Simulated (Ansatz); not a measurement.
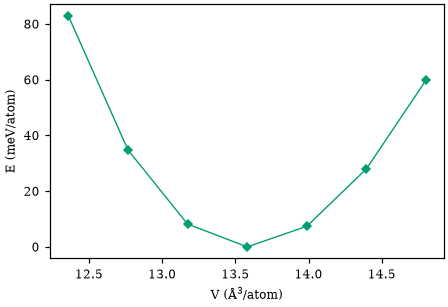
Si₂Mo (MoSi2 or CaC2 type, I4/mmm) under volume change, the program Ansatz at the PBE level (PAW), shape and atoms relaxed at each volume.

**Question.** What does a third-order Birch–Murnaghan fit give for V₀, B₀ and B′?

**Answer.** V₀ = 13.58 Å³/atom, B₀ = 204 GPa, B′ = 4.5.

The PBE relaxation kept the symmetry of its start. No spin polarisation was allowed.

Potentials: the earlier of the program's two PAW sets.
